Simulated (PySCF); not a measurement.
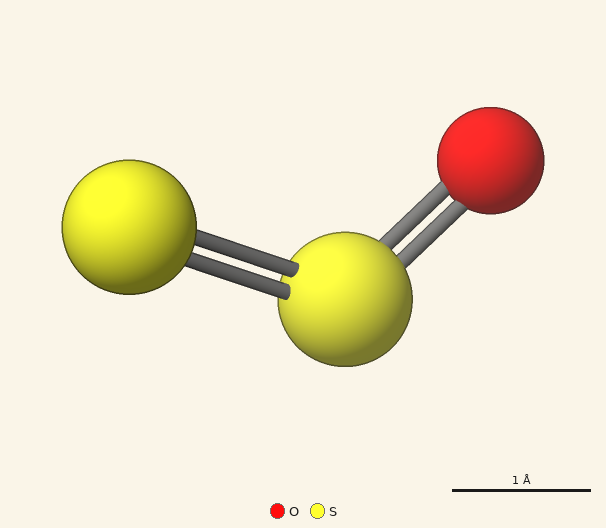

Rendered structure (ball-and-stick style). Multiple sticks mark multiple bonds (one Kekulé form).

The computed structure is the end point of a PBE0-D3(BJ)/def2-SVP optimisation. No frequency run is at hand to confirm it as a minimum.

What does the picture show?

It has 3 atoms: 2 sulfur and 1 oxygen (S2O). SMILES: `O=S=S`. This geometry has Cs symmetry. Coordination: 1 S bent.

More results for the same structure follow; atom numbers are the same in all pictures, views and colours differ.

## Electronic properties

No frequency run is at hand to confirm it as a minimum. Level of theory: CAM-B3LYP/def2-SVPD in dichloromethane (IEF-PCM) (PySCF 2.14.0). Excitations: vertical, linear response.

Give the HOMO–LUMO gap at this level.

Answer. 6.46 eV.

Give the brightest of the 6 lowest singlets at this level.

Answer. 4.23 eV.

What is the HOMO energy (Kohn–Sham orbital)?

Answer. −9.49 eV.

What is the mean static polarisability?

Answer. 60.3 bohr³.

## NMR shielding

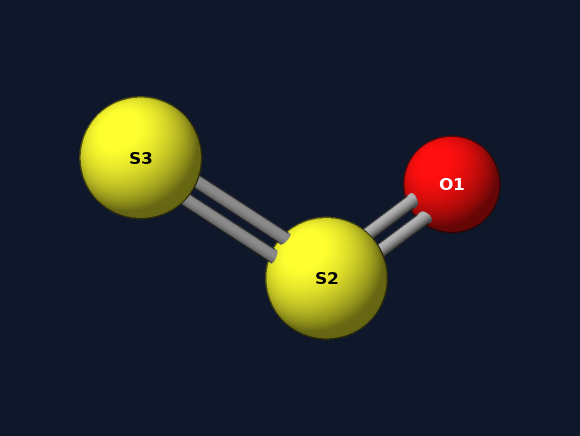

The questions are on isotropic NMR shieldings of the S atoms. No frequency run is at hand to confirm it as a minimum. Level of theory: GIAO PBE0/pcSseg-1 NMR shielding, non-relativistic, IEF-PCM dichloromethane (PySCF 2.14.0).

List the isotropic NMR shieldings of the S atoms.

| atom | σ (ppm) |
| --- | --- |
| S2 | −719.3 |
| S3 | −850.4 |

## Dipole moment

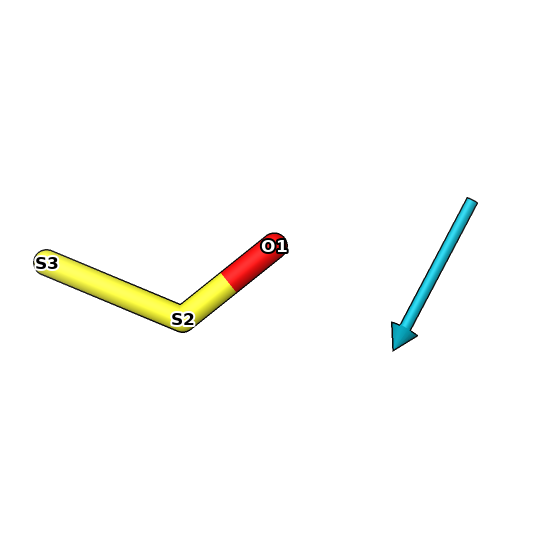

The arrow beside the molecule shows the direction of the dipole moment, from the negative to the positive end (its length means nothing). No frequency run is at hand to confirm it as a minimum. Method: PBE0/pcSseg-1 in chloroform (IEF-PCM) (PySCF 2.14.0).

How large is the dipole moment?

Answer. 1.92 D; it points from the side of O1 to the side of S2, S3 (the outermost atoms at the two ends).
